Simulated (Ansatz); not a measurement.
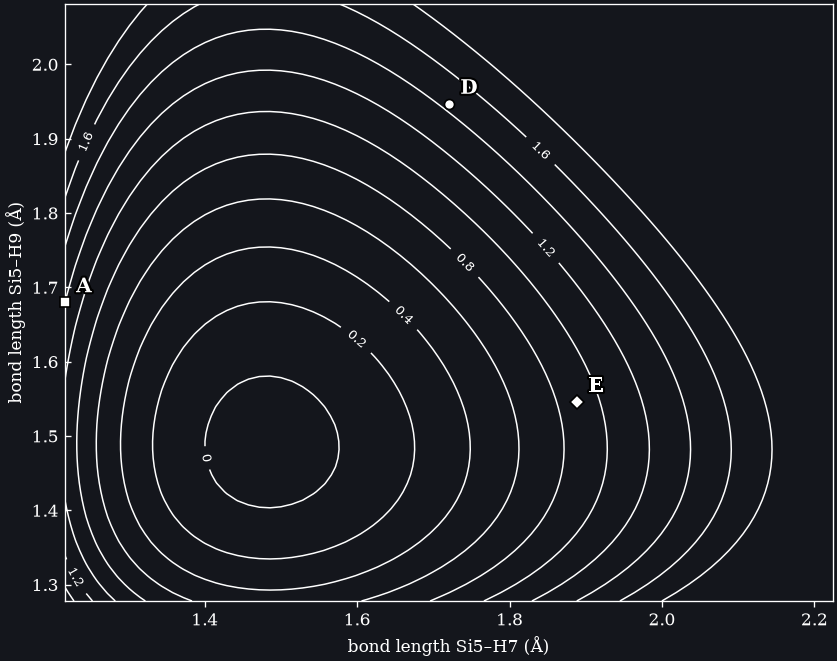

CH₄F₂OSi, SMILES FC(F)O[SiH3]. Coordinates scanned: (1) bond length Si5–H7; (2) bond length Si5–H9. Nothing is relaxed (all other coordinates rigid). The scan uses a 7 × 7 grid. Points are written as (first, second). Energies are in eV, from the lowest grid point. The reference is spin-restricted, which grows unreliable where a bond is stretched far. Computed with Ansatz, RKS wB97X-V/def2-SVP.

Drawn: contour lines labelled in eV (none above 1.8), lettered points. Between grid points the surface is interpolated.

Is D the lowest point of the computed grid?

No. D lies 1.44 eV above the lowest grid point, which is at (1.552 Å, 1.546 Å).

What kind of point is each of D, E: minimum, saddle, maximum or slope?

D: on a slope; E: on a slope. (In these two coordinates alone; a stationary point may lie a little off the grid point.)

Rank the lettered points by energy, lowest first.

E (0.89 eV), A (1.21 eV), D (1.44 eV).
